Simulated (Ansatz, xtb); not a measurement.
Stretching the B1–I4 bond in BH2I (SMILES BI) (multiplicity 1 held, fragments rigid). Energies count from the point at 2.114 Å.
Geometry at that point (charge 0, multiplicity 1):
```xyz
4

B     -1.007    -1.528     0.263
H     -0.625    -2.305     1.069
H     -1.987    -1.659    -0.386
I      0.144     0.219    -0.038
```

Restricted levels (R-, RO-) in cc, def2 and unpolarised 6-31G sets keep to the state of the molecule at rest. Unrestricted levels (U-) break spin symmetry where that is lower. Active spaces are followed from a long bond inwards. Left out are points that failed, MP2 points that dive below the minimum, coupled-cluster points behind a jump of the amplitudes or a sharp parting from full CI or MRCI, small-basis points behind a change of solution, and semi-empirical points at long bonds. Levels need not reach the same state.

Correlated levels freeze the cores. Filled d and f shells under p-block atoms count as core.

The values were computed with Ansatz (Gaussian basis) for Hartree–Fock, density functionals and correlated methods; xtb for the GFN methods.  In def2 rows elements past Kr take small-core potentials, without spin–orbit coupling. The GFN methods have no spin term and hold the electronic entropy of 300 K.

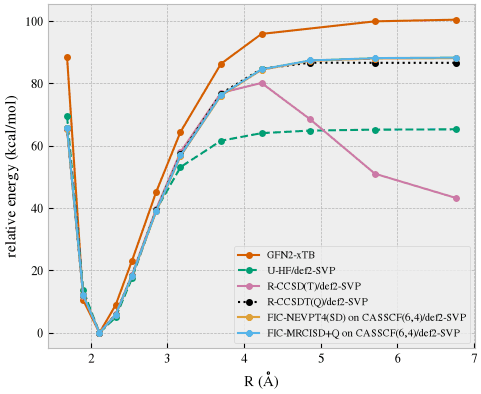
*Relative energy along the coordinate*

Doubts at one or more of the structures used: a spin-contaminated determinant (U-HF/def2-SVP); a restricted determinant that unrestricted orbitals would lower (R-CCSD(T)/def2-SVP, R-CCSDT(Q)/def2-SVP); other coupled-cluster roots lie near (R-CCSD(T)/def2-SVP, R-CCSDT(Q)/def2-SVP); T1 above 0.05 (R-CCSD(T)/def2-SVP, R-CCSDT(Q)/def2-SVP); active orbitals that take no part (FIC-NEVPT4(SD) on CASSCF(6,4)/def2-SVP, FIC-MRCISD+Q on CASSCF(6,4)/def2-SVP).

Ansatz is a quantum-chemistry and plane-wave program.
